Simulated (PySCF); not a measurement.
```xyz
17

C    -3.2750   -0.8449    0.0419
C    -2.3768    0.1045   -0.1387
C    -0.9645   -0.1348   -0.5652
C     0.0196    0.3210    0.5164
C     1.4510    0.2559    0.0386
O     1.8078    0.3243   -1.1110
O     2.3092    0.1244    1.0438
Si    3.9511   -0.0440    1.0093
H    -4.2818   -0.6289    0.3561
H    -3.0418   -1.8840   -0.1236
H    -2.6373    1.1409    0.0351
H    -0.7514    0.4257   -1.4789
H    -0.8087   -1.1938   -0.7768
H    -0.0788   -0.2843    1.4192
H    -0.1857    1.3608    0.7905
H     4.5812    0.4710   -0.1865
H     4.2749    0.4982    2.3132
```

Geometry: GFN2-xTB.

Method: PySCF, UKS B3LYP, pcH-1 on C H O Si, non-relativistic, mean-field spin-orbit, GIAO.

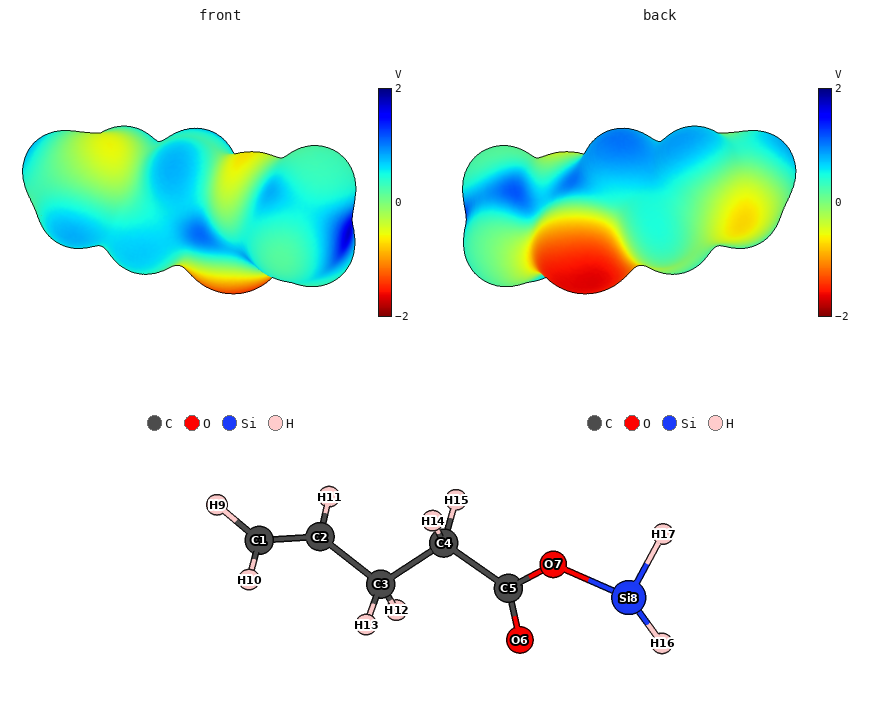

C$_{5}$H$_{9}$O$_{2}$Si (SMILES C=CCCC(=O)O[SiH2]) (doublet). The molecular electrostatic potential painted on the density surface at 0.002 e/bohr³, seen from the front and from behind; red is negative and blue positive. The bare structure is drawn below in the same view.

Q: Describe the electrostatic potential map.

A: The most negative region (about −1.6 V) lies over O6, the most positive (about +1.6 V) over Si8. O6 is the likeliest acceptor of a hydrogen bond.
